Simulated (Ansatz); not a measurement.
# Al2W, relaxed

Wanted: the geometry at rest of Al2W (a database entry, slightly rescaled), relaxing cell and atoms, and its electronic structure there.

Computed, not measured: Ansatz 0.2.0, DFT, r2SCAN, no spin polarisation, plane waves, PAW.

### 1 The cell

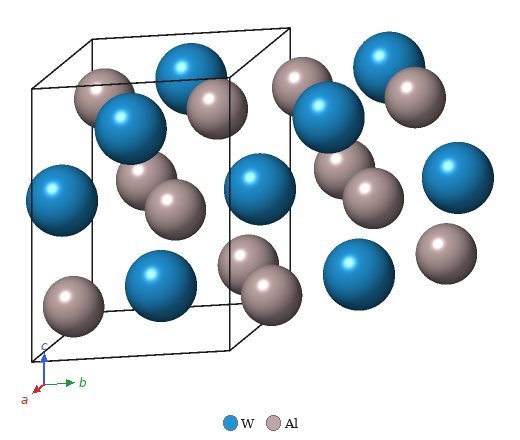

The structure slightly off an axis: tungsten blue, aluminium light grey. 1×2×1 cells are drawn.

It takes space group P6_422 (No. 181, hexagonal). Conventional cell: a = 4.702 Å, b = 4.702 Å, c = 6.549 Å, α = 90.00°, β = 90.00°, γ = 120.00°. W (site symmetry 222) has 10 Al at 2.58 to 2.75 Å as nearest neighbours. Al (site symmetry 2) has 5 Al at 2.55 to 2.76 Å and 5 W at 2.58 to 2.75 Å as nearest neighbours.

The coordinates stand in the input below.

It starts from an earlier solution of the starting cell (checkpoint.read).

### 2 The walk to rest

File input.yaml:

```yaml
crystal:
  lattice:
    - [4.70168949, 0.0, 0.0]
    - [-2.35084474, 4.07178683, 0.0]
    - [0.0, 0.0, 6.54927044]
  atoms:
    - { symbol: W, position: [0.5, 0.5, 0.1667] }
    - { symbol: W, position: [0.0, 0.5, 0.83337] }
    - { symbol: W, position: [0.5, 0.0, 0.50003] }
    - { symbol: Al, position: [0.8382, 0.1618, 0.1667] }
    - { symbol: Al, position: [0.6764, 0.8382, 0.83337] }
    - { symbol: Al, position: [0.8382, 0.6764, 0.50003] }
    - { symbol: Al, position: [0.1618, 0.8382, 0.1667] }
    - { symbol: Al, position: [0.3236, 0.1618, 0.83337] }
    - { symbol: Al, position: [0.1618, 0.3236, 0.50003] }
  symmetry: { tolerance: 0.0003 }
kpoints:
  mp_grid: { grid: [8, 8, 5], shift: [0, 0, 0] }
magnetization:
  spin_polarized: false
scf:
  occupations: { method: fermi_dirac }
  lower_state_search: "off"
hamiltonian:
  pseudopotentials: { kind: paw }
  xc: r2scan
basis:
  ecutwfc: 500
  fft_grid_basis: typed
relax:
  max_steps: 60
  cell: { p_target: 0.0 }
  f_tol: 0.03
output:
  forces: true
  stress: true
  eigenvalues: true
  bader: true
  populations: true
  elf: true
  write_potential: true
  volumetric_format: npy
  dos:
    e_range: [-12, 8]
    de: 0.05
    projected: { site_lists: { Al: [Al], W: [W] } }
checkpoint:
  read: saved_state
```

On the command line:

```sh
ansatz run input.yaml --threads 2 --pin off --max-ram 3584MiB --backend cpu --events-out ev --progress --plain --runs-dir out
```

What it wrote (excerpt; [...] marks lines left out):

```text
Warning: the atoms were moved onto the symmetric positions of the space group found under crystal.symmetry.tolerance 3.0e-4 (fractional; no operation is sought that the atoms, as they stand in a round, miss by more than twice it, and no atom is moved by as much as it), and the run uses [...]
Warning: RAYON_NUM_THREADS=2 ignored (pool sized by the plan → 2); use --threads N
[...]
Pseudopotentials: kind: paw
Pseudopotential: W, paw, valence charge 14, recommended cutoff 500 eV (meta_gga), W.paw.azcp
Pseudopotential: Al, paw, valence charge 3, recommended cutoff 500 eV (meta_gga), Al.paw.azcp
Functional definition: r2SCAN
[...]
Crystal: 9 atoms, lattice volume = 125.381 Å³
Basis set: ecut = 500 eV, 3161 PW (Γ), exchange–correlation on 144×144×192 points (64 copies of the dense FFT grid, shifted against one another)
Bands: 39, of which v1, the nominal top of the filled ones, is band 30 counted from 1 (29 counted from 0)
Symmetry: 12 space group operations
Space group: P6422 (ITA 181), of the structure as read, at distance tolerance 1.5e-3 Å
k-points: 30 of 320 (time reversal used)
[...]
SCF iter   1: F=-34433.976929 eV  HF=-34433.976279 eV  |F-HF|=6.51e-4  |Δ(HF+E_count)|=         —  Δρ=9.50e-4  dr2=5.50e-4  dr2_τ=1.40e-3  ethr=1.59e-6  ⟨swp⟩=2.4  Hψ=8092  notcnv=0
[...]
relax step   1: F+E_penalty+E_count = -34433.97718184 eV  Δ(F+E_penalty+E_count) = +0.000e0 eV  max|allowed force component| = 6.649e-1 eV/Å  Δτ_max = 0.0000 Å  P = +17.833 GPa  Ω = 125.381 Å³  (5 SCF iters, dr2 threshold 1.00e-7 eV, accepted)
[...]
relax step   2: F+E_penalty+E_count = -34434.56259904 eV  Δ(F+E_penalty+E_count) = -5.854e-1 eV  max|allowed force component| = 2.613e-1 eV/Å  Δτ_max = 0.0298 Å  P = -5.345 GPa  Ω = 141.355 Å³  energy of the carried Pulay correction = -3.571e-3 eV  (8 SCF iters, dr2 threshold 9.00e-7 eV, accepted)
[...]
relax step   3: F+E_penalty+E_count = -34434.65836659 eV  Δ(F+E_penalty+E_count) = -9.577e-2 eV  max|allowed force component| = 7.087e-2 eV/Å  Δτ_max = 0.0162 Å  P = -0.733 GPa  Ω = 137.322 Å³  energy of the carried Pulay correction = -2.710e-3 eV  (6 SCF iters, dr2 threshold 9.00e-7 eV, accepted)
[...]
SCF iter   1: F=-34434.660185 eV  HF=-34434.660317 eV  |F-HF|=1.32e-4  |Δ(HF+E_count)|=         —  Δρ=6.63e-4  dr2=1.55e-3  dr2_τ=1.48e-3  ethr=2.67e-6  ⟨swp⟩=2.0  Hψ=5851  notcnv=0
```

### 3 The log goes on

Output, continued:

```text
preconditioner: auto → Kerker (q_TF=auto, 2.378 Å⁻¹)  [metal: Δε(μ)=0.012 eV  Ē_g=6.146 eV  σ=0.100 eV  W_gap=0.03  n_scr=22 (ndim 8)  ℏωp=19.1 eV  f_vac=0.000  D(μ)=6.03/eV (n_scr^D=54)]
SCF iter   2: F=-34434.661023 eV  HF=-34434.661249 eV  |F-HF|=2.26e-4  |Δ(HF+E_count)|=   9.32e-4  Δρ=3.21e-4  dr2=3.30e-4  dr2_τ=2.15e-5  ethr=2.59e-6  ⟨swp⟩=2.2  Hψ=1803  notcnv=0
SCF iter   3: F=-34434.661120 eV  HF=-34434.661177 eV  |F-HF|=5.72e-5  |Δ(HF+E_count)|=   7.19e-5  Δρ=1.40e-4  dr2=7.88e-5  dr2_τ=5.96e-6  ethr=5.49e-7  ⟨swp⟩=2.2  Hψ=1718  notcnv=0
SCF iter   4: F=-34434.661155 eV  HF=-34434.661156 eV  |F-HF|=9.24e-7  |Δ(HF+E_count)|=   2.11e-5  Δρ=2.47e-5  dr2=1.64e-6  dr2_τ=6.02e-8  ethr=1.31e-7  ⟨swp⟩=2.0  Hψ=1666  notcnv=0
SCF iter   5: F=-34434.661156 eV  HF=-34434.661156 eV  |F-HF|=8.10e-9  |Δ(HF+E_count)|=   5.04e-8  Δρ=6.36e-6  dr2=4.59e-8  dr2_τ=2.95e-9  ethr=1.50e-9  ⟨swp⟩=11.6  Hψ=8763  notcnv=0
SCF 4 converged in 5 iterations: F = -34434.661156 eV  dr2 = 4.59e-8
relax step   4: F+E_penalty+E_count = -34434.66115593 eV  Δ(F+E_penalty+E_count) = -2.789e-3 eV  max|allowed force component| = 8.190e-3 eV/Å  Δτ_max = 0.0053 Å  P = +0.084 GPa  Ω = 136.706 Å³  energy of the carried Pulay correction = -2.576e-3 eV  (5 SCF iters, dr2 threshold 9.00e-7 eV, accepted)
Crystal: 9 atoms, lattice volume = 136.792 Å³
iter 1 solved again at ethr=7.48e-8 eV; its pass at ethr=3.10e-3 eV (dr2=4.49e-5 eV) is discarded
SCF iter   1: F=-34434.661161 eV  HF=-34434.661151 eV  |F-HF|=1.01e-5  |Δ(HF+E_count)|=         —  Δρ=1.66e-4  dr2=4.93e-5  dr2_τ=6.13e-5  ethr=7.48e-8  ⟨swp⟩=2.1  Hψ=5625  notcnv=0
preconditioner: auto → Kerker (q_TF=auto, 2.378 Å⁻¹)  [metal: Δε(μ)=0.018 eV  Ē_g=6.145 eV  σ=0.100 eV  W_gap=0.05  n_scr=22 (ndim 8)  ℏωp=19.0 eV  f_vac=0.000  D(μ)=6.04/eV (n_scr^D=54)]
SCF iter   2: F=-34434.661191 eV  HF=-34434.661200 eV  |F-HF|=9.21e-6  |Δ(HF+E_count)|=   4.89e-5  Δρ=7.91e-5  dr2=1.58e-5  dr2_τ=4.38e-7  ethr=7.48e-8  ⟨swp⟩=2.9  Hψ=2192  notcnv=0
SCF iter   3: F=-34434.661186 eV  HF=-34434.661187 eV  |F-HF|=1.21e-6  |Δ(HF+E_count)|=   1.33e-5  Δρ=3.04e-5  dr2=2.06e-6  dr2_τ=3.28e-7  ethr=2.63e-8  ⟨swp⟩=2.4  Hψ=1634  notcnv=0
SCF iter   4: F=-34434.661186 eV  HF=-34434.661186 eV  |F-HF|=5.58e-8  |Δ(HF+E_count)|=   4.02e-7  Δρ=8.77e-6  dr2=1.45e-7  dr2_τ=2.30e-8  ethr=3.44e-9  ⟨swp⟩=2.5  Hψ=1728  notcnv=0
SCF iter   5: F=-34434.661186 eV  HF=-34434.661186 eV  |F-HF|=1.46e-11  |Δ(HF+E_count)|=   1.49e-8  Δρ=2.34e-6  dr2=7.49e-9  dr2_τ=4.32e-10  ethr=6.53e-11  ⟨swp⟩=8.9  Hψ=7353  notcnv=0
SCF 5 converged in 5 iterations: F = -34434.661186 eV  dr2 = 7.49e-9
relax step   5: F+E_penalty+E_count = -34434.66118640 eV  Δ(F+E_penalty+E_count) = -3.048e-5 eV  max|allowed force component| = 8.268e-4 eV/Å  Δτ_max = 0.0009 Å  P = -0.002 GPa  Ω = 136.792 Å³  energy of the carried Pulay correction = -2.595e-3 eV  (5 SCF iters, dr2 threshold 3.92e-8 eV, accepted)
Crystal: 9 atoms, lattice volume = 136.785 Å³
iter 1 solved again at ethr=7.18e-9 eV; its pass at ethr=3.10e-3 eV (dr2=4.31e-6 eV) is discarded
SCF iter   1: F=-34434.661197 eV  HF=-34434.661197 eV  |F-HF|=3.26e-7  |Δ(HF+E_count)|=         —  Δρ=6.06e-5  dr2=5.13e-6  dr2_τ=6.72e-6  ethr=7.18e-9  ⟨swp⟩=2.8  Hψ=5534  notcnv=0
preconditioner: auto → Kerker (q_TF=auto, 2.378 Å⁻¹)  [metal: Δε(μ)=0.020 eV  Ē_g=6.145 eV  σ=0.100 eV  W_gap=0.05  n_scr=22 (ndim 8)  ℏωp=19.0 eV  f_vac=0.000  D(μ)=6.04/eV (n_scr^D=54)]
SCF iter   2: F=-34434.661199 eV  HF=-34434.661199 eV  |F-HF|=3.84e-7  |Δ(HF+E_count)|=   2.24e-6  Δρ=2.51e-5  dr2=1.04e-6  dr2_τ=6.05e-8  ethr=7.18e-9  ⟨swp⟩=2.0  Hψ=1949  notcnv=0
SCF iter   3: F=-34434.661199 eV  HF=-34434.661199 eV  |F-HF|=5.35e-8  |Δ(HF+E_count)|=   1.60e-7  Δρ=9.54e-6  dr2=1.49e-7  dr2_τ=1.00e-8  ethr=1.73e-9  ⟨swp⟩=1.0  Hψ=1170  notcnv=0
SCF iter   4: F=-34434.661199 eV  HF=-34434.661199 eV  |F-HF|=5.09e-11  |Δ(HF+E_count)|=   2.58e-8  Δρ=1.10e-6  dr2=1.46e-9  dr2_τ=7.27e-10  ethr=1.79e-11  ⟨swp⟩=6.5  Hψ=7404  notcnv=0
SCF 6 converged in 4 iterations: F = -34434.661199 eV  dr2 = 1.46e-9
relax step   6: F+E_penalty+E_count = -34434.66119873 eV  Δ(F+E_penalty+E_count) = -1.233e-5 eV  max|allowed force component| = 1.719e-5 eV/Å  Δτ_max = 0.0001 Å  P = -0.000 GPa  Ω = 136.785 Å³  energy of the carried Pulay correction = -2.593e-3 eV  (4 SCF iters, dr2 threshold 1.07e-8 eV, accepted)
Basis set: ecut = 500 eV, 3463 PW (Γ), exchange–correlation on 144×144×200 points (64 copies of the dense FFT grid, shifted against one another)
Initial wavefunctions: pseudopotential atomic-orbital guess (no wavefunctions were taken with the density)
iter 1 solved again at ethr=2.66e-7 eV; its pass at ethr=3.10e-3 eV (dr2=1.59e-4 eV) is discarded
SCF iter   1: F=-34434.664065 eV  HF=-34434.664039 eV  |F-HF|=2.52e-5  |Δ(HF+E_count)|=         —  Δρ=1.93e-4  dr2=5.31e-6  dr2_τ=6.31e-5  ethr=2.66e-7  ⟨swp⟩=3.0  Hψ=8409  notcnv=0
preconditioner: auto → Kerker (q_TF=auto, 2.378 Å⁻¹)  [metal: Δε(μ)=0.019 eV  Ē_g=6.145 eV  σ=0.100 eV  W_gap=0.05  n_scr=22 (ndim 8)  ℏωp=19.0 eV  f_vac=0.000  D(μ)=6.04/eV (n_scr^D=54)]
SCF iter   2: F=-34434.664072 eV  HF=-34434.664065 eV  |F-HF|=6.07e-6  |Δ(HF+E_count)|=   2.61e-5  Δρ=1.02e-4  dr2=1.50e-6  dr2_τ=2.70e-6  ethr=8.85e-9  ⟨swp⟩=2.5  Hψ=2046  notcnv=0
SCF iter   3: F=-34434.664072 eV  HF=-34434.664072 eV  |F-HF|=6.50e-9  |Δ(HF+E_count)|=   6.17e-6  Δρ=3.63e-6  dr2=9.84e-9  dr2_τ=3.19e-9  ethr=2.50e-9  ⟨swp⟩=2.0  Hψ=2084  notcnv=0
SCF iter   4: F=-34434.664072 eV  HF=-34434.664072 eV  |F-HF|=2.20e-9  |Δ(HF+E_count)|=   9.35e-9  Δρ=1.62e-6  dr2=9.71e-10  dr2_τ=8.02e-10  ethr=1.64e-11  ⟨swp⟩=2.0  Hψ=1707  notcnv=0
SCF iter   5: F=-34434.664072 eV  HF=-34434.664072 eV  |F-HF|=7.28e-12  |Δ(HF+E_count)|=   2.53e-9  Δρ=1.76e-7  dr2=2.05e-11  dr2_τ=1.58e-11  ethr=1.00e-12  ⟨swp⟩=6.8  Hψ=6883  notcnv=0
SCF 7 converged in 5 iterations: F = -34434.664072 eV  dr2 = 2.05e-11
relax step   7: F+E_penalty+E_count = -34434.66407167 eV  Δ(F+E_penalty+E_count) = -2.873e-3 eV  max|allowed force component| = 5.481e-5 eV/Å  Δτ_max = 0.0000 Å  P = +0.009 GPa  Ω = 136.785 Å³  stress off target by 9.10e-3 GPa  SCF on the basis re-selected at this cell (its energy is not comparable with the rows above)  (5 SCF iters)
basis re-selected at this cell: Δ(F+E_penalty+E_count) = -2.873e-3 eV, ΔP = +0.009 GPa vs the last step (what re-selecting the basis moved, of the pressure what is left beyond the Pulay correction that the steps carried, after the strain that the cell walked since its last selection, with what the two solves' SCF thresholds leave and, on support functions, any second-order correction that the steps lacked; it is no measure of the basis error at this ecutwfc). The dense FFT grid was sized anew with the basis: this SCF ran on 36×36×50 points, the steps before it on 36×36×48, so part of this shift can come from that change (see relax.cell in the input reference). This SCF's stress stands 9.10e-3 GPa from its target on what of the cell is left free (relax.cell.stress_tol is 5.00e-2 GPa) and its largest allowed force component is 5.48e-5 eV/Å (relax.f_tol is 3.00e-2 eV/Å): within both
SCF converged after 5 iterations
Free energy (F): -34434.664072 eV
Harris-Foulkes:  -34434.664072 eV  (|F-HF|=7.28e-12)
Internal energy: -34434.470827 eV  (E = F + TS)
E sigma→0 (E₀):  -34434.567449 eV
Entropy (-TS):   -0.193245 eV (-21.472 meV/atom)
Fermi energy:    12.687363 eV
--- Per-component energies (eV) ---
  E_band       = -505.612186
  E_kinetic    = 1499.610961
  E_local      = -3316.512313  (includes V_loc(G=0)·N_el)
  E_nonlocal   = 65.826943
  E_hartree    = 1295.766573
  E_xc         = -970.210213
  E_vxc        = -971.106572  (∫ρ·V_xc dr)
  E_paw        = -28620.912719  (= ΣΔE_a)
  E_vpaw       = -423.315434  (= ΣTr[D̂ρ^β])
  E_aug_tail   = -0.000150  (compensation charges beyond the density's cutoff)
  E_vtau       = 48.351058  (kinetic-family band-sum trace: ∫τ·v_τ [+ j·A + Jᵃ·Aᵃ] dr)
  E_ewald      = -4385.915413
  E_core_change = -2.124495  (= ΣΔE_core)
  E_smearing   = -0.193245  (= −TS)
  E_closure    = -0.000000  (closes the sum)
  Σ components = -34434.664072   (vs F -34434.664072, Δ=0.00e0)
--- Forces (eV/Å), atoms counted from 1 ---
  atom   1  W      0.00000000     0.00000000     0.00000000
  atom   2  W     -0.00000000    -0.00000000    -0.00000000
  atom   3  W      0.00000000     0.00000000    -0.00000000
  atom   4  Al     0.00004747    -0.00002740     0.00000000
  atom   5  Al     0.00004747     0.00002740    -0.00000000
  atom   6  Al     0.00000000     0.00005481    -0.00000000
  atom   7  Al    -0.00004747     0.00002740     0.00000000
  atom   8  Al    -0.00004747    -0.00002740    -0.00000000
  atom   9  Al    -0.00000000    -0.00005481    -0.00000000
  max |Σ_I F_I| component: 2.89e-17 eV/Å
--- Stress (GPa, compression-positive) ---
        0.009102      -0.000000       0.000000
        0.000000       0.009102      -0.000000
       -0.000000      -0.000000       0.008171
  P = ⅓ Tr σ = 0.0088 GPa (0.088 kbar)
--- Band table (eV; the first three rows and the last of 30) ---
  k-point 0: bands = ["-62.3984", "-62.3902", "-62.3902", "-26.1100", "-26.1100", "-26.1023", "-26.0251", "-26.0251", "-26.0111", "-25.9731", "-25.9731", "-25.9417", "1.8618", "5.3292", "5.3292", "8.1634", "8.4762", "8.4762", "10.2962", "10.3857", "10.3857", "10.6913", "10.6913", "10.7520", "11.3930", "11.3930", "11.5789", "11.5789", "11.8655", "11.8655", "12.3520", "12.8579", "13.4415", "16.8153", "17.0704", "17.0704", "17.3046", "17.4312", "17.4312"]
  k-point 1: bands = ["-62.3979", "-62.3924", "-62.3886", "-26.1290", "-26.0977", "-26.0851", "-26.0451", "-26.0172", "-26.0102", "-25.9783", "-25.9655", "-25.9437", "2.0222", "4.2294", "6.3813", "8.2864", "8.4424", "8.9002", "9.8857", "10.1368", "10.2580", "10.3163", "10.3599", "10.6192", "10.9689", "11.3328", "11.9516", "11.9570", "11.9982", "12.4049", "12.4992", "13.0196", "13.7739", "16.1354", "16.9608", "17.3718", "17.4041", "17.5730", "17.7005"]
  k-point 2: bands = ["-62.3966", "-62.3946", "-62.3877", "-26.1391", "-26.0850", "-26.0663", "-26.0582", "-26.0340", "-26.0028", "-25.9803", "-25.9569", "-25.9491", "2.4944", "3.2492", "7.2267", "8.6142", "8.6336", "8.7489", "9.4029", "9.5635", "10.0889", "10.2134", "10.5497", "10.7318", "10.8284", "11.0443", "11.4717", "11.7775", "12.5345", "12.7913", "12.9544", "13.5498", "14.0275", "15.8767", "17.1706", "17.3829", "17.4012", "17.5710", "17.6617"]
  k-point 29: bands = ["-62.3956", "-62.3923", "-62.3909", "-26.1269", "-26.1211", "-26.1002", "-26.0354", "-26.0140", "-25.9939", "-25.9703", "-25.9641", "-25.9561", "5.0866", "5.3005", "5.6332", "5.8940", "6.4051", "6.9322", "9.2523", "9.4266", "9.9640", "10.6591", "10.8236", "10.9377", "11.4584", "11.6492", "11.7922", "11.9150", "12.4745", "12.7815", "12.9957", "13.3168", "14.2829", "15.4509", "15.6430", "16.3105", "16.4801", "16.9480", "17.1572"]
--- Relaxed structure (6 steps of the walk, 6 accepted, 1 SCFs on fresh bases) ---
  F+E_penalty+E_count = -34434.66407167 eV   max|allowed force component| = 5.481e-5 eV/Å   (the final SCF, on the basis selected at the relaxed cell)
  cell:  # Å, volume = 136.7845 Å³
    - [4.8348161508969545, -2.968487028834429e-9, -7.236527240570355e-34]
    - [-2.4174080728776923, 4.187073610788304, 7.796188623200462e-34]
    - [-1.0080880202008917e-33, 6.720739126261159e-34, 6.756883194230256]
  atoms:
    - { symbol: W, position: [0.5, 0.49999999999999994, 0.16666666666666663] }
    - { symbol: W, position: [-2.7755575615628914e-17, 0.49999999999999994, 0.8333333333333333] }
    - { symbol: W, position: [0.5000000000000001, -2.107987073030144e-20, 0.49999999999999994] }
    - { symbol: Al, position: [0.8317866388916789, 0.1682133611083211, 0.16666666666666663] }
    - { symbol: Al, position: [0.6635732777833578, 0.8317866388916788, 0.8333333333333333] }
    - { symbol: Al, position: [0.8317866388916788, 0.663573277783358, 0.49999999999999994] }
    - { symbol: Al, position: [0.16821336110832114, 0.8317866388916788, 0.16666666666666663] }
    - { symbol: Al, position: [0.3364267222166422, 0.16821336110832108, 0.8333333333333333] }
    - { symbol: Al, position: [0.1682133611083211, 0.33642672221664216, 0.49999999999999994] }
--- Löwdin populations: 9 sites ---
  site symbol       q [e]
     0      W     13.7471
     1      W     13.7471
     2      W     13.7471
     3     Al      3.0531
     4     Al      3.0531
     5     Al      3.0531
     6     Al      3.0531
     7     Al      3.0531
     8     Al      3.0531
  spilling = 0.007342 (of n_electrons = 60.000000)
--- Bader charges: 9 sites ---
  site symbol  charge [e]  shift [e]
     0      W     -2.7692     0.0054
     1      W     -2.7692     0.0054
     2      W     -2.7692     0.0054
     3     Al      1.3846     0.0027
     4     Al      1.3846     0.0027
     5     Al      1.3846     0.0027
     6     Al      1.3846     0.0027
     7     Al      1.3846     0.0027
     8     Al      1.3846     0.0027
  estimated error of the sums over rays = 6.7e-4 e
```

Wall time 3.7 min (2 threads of Arm Neoverse V1, shared host); peak memory 0.67 GiB.

Step by step:

| step | energy from step 1 (eV/cell) | largest force component (eV/Å) | pressure (GPa) | volume (Å³) |
| --- | --- | --- | --- | --- |
| 1 | 0.0000 | 0.6649 | 17.83 | 125.38 |
| 2 | -0.5854 | 0.2613 | -5.34 | 141.36 |
| 3 | -0.6812 | 0.0709 | -0.73 | 137.32 |
| 4 | -0.6840 | 0.0082 | 0.08 | 136.71 |
| 5 | -0.6840 | 0.0008 | 0.00 | 136.79 |
| 6 | -0.6840 | 0.0000 | 0.00 | 136.78 |
| 7 | -0.6869 | 0.0001 | 0.01 | 136.78 |

Step 1 is the start. Step 7 repeats the geometry before on a plane-wave basis chosen anew for that cell, so the energy can jump there without any move; the table keeps such jumps.

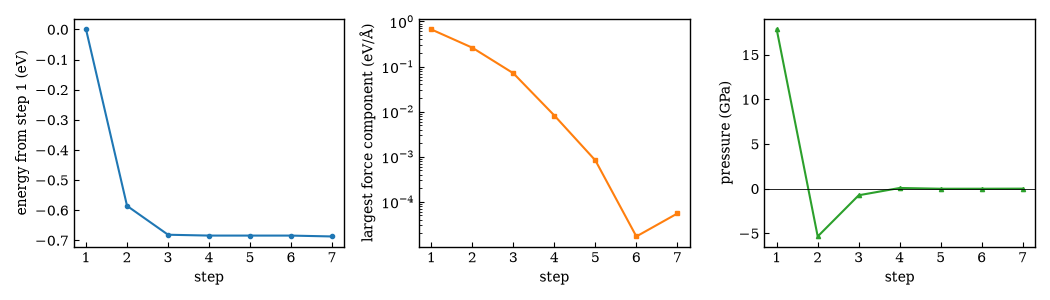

Energy, largest force and pressure along the relaxation.

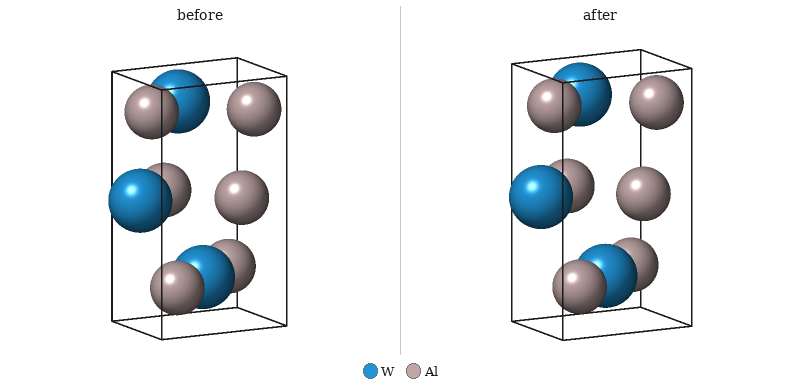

Before and after, at one scale. Each atom of the cell is drawn once.

| input's cell | before | after | change |
| --- | --- | --- | --- |
| a (Å) | 4.702 | 4.835 | +2.8 % |
| b (Å) | 4.702 | 4.835 | +2.8 % |
| c (Å) | 6.549 | 6.757 | +3.2 % |
| volume (Å³/atom) | 13.93 | 15.20 | +9.1 % |

The largest move, 0.05 Å, apart from the change of the cell, is shared by several atoms, Al8 among them.

### 4 Total and projected density of states

States per cell by energy window, from dos.tsv and pdos.tsv (tetrahedra; eV from the Fermi level):

| from | to | total | Al s | Al p | W s | W d |
| --- | --- | --- | --- | --- | --- | --- |
| -8.0 | -7.0 | 1.71 | 0.55 | 0.80 | 0.16 | 0.16 |
| -7.0 | -6.0 | 2.59 | 0.71 | 1.19 | 0.14 | 0.50 |
| -6.0 | -5.0 | 2.28 | 0.50 | 0.97 | 0.17 | 0.61 |
| -5.0 | -4.0 | 3.18 | 0.65 | 1.24 | 0.18 | 1.06 |
| -4.0 | -3.0 | 3.87 | 0.39 | 1.66 | 0.18 | 1.57 |
| -3.0 | -2.0 | 3.93 | 0.28 | 1.26 | 0.19 | 2.13 |
| -2.0 | -1.0 | 8.32 | 0.40 | 2.28 | 0.09 | 5.36 |
| -1.0 | 0.0 | 7.69 | 0.31 | 2.57 | 0.05 | 4.56 |
| 0.0 | 1.0 | 4.48 | 0.18 | 0.91 | 0.02 | 3.23 |
| 1.0 | 2.0 | 1.49 | 0.05 | 0.23 | 0.01 | 1.15 |
| 2.0 | 3.0 | 1.95 | 0.11 | 0.38 | 0.13 | 1.27 |
| 3.0 | 4.0 | 4.20 | 0.28 | 1.13 | 0.42 | 2.15 |

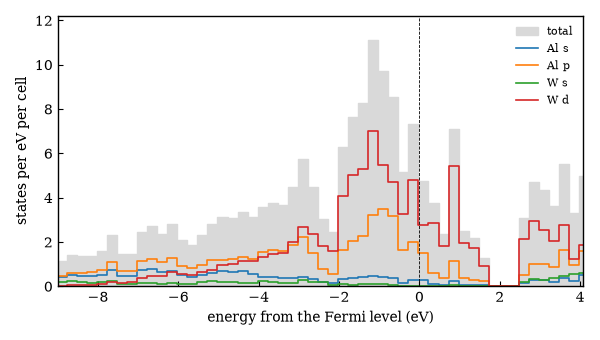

Total and projected density of states, in bins of 0.25 eV.

### 5 How the electrons are shared

By element, from the tables in the log (a charge is positive for electrons lost): Löwdin charges also hold the electrons that the projection spills.

```
element  atoms  Bader charge (e)  Bader volume (Å³)  Löwdin charge (e)
      W      3             -2.77               29.2              +0.25
     Al      6             +1.38                8.2              -0.05
```

The Löwdin projection spills 0.7 % of the electrons and depends on the orbitals chosen; where it disagrees with Bader's partition, neither is an observable.

[end of part 1 of 2]
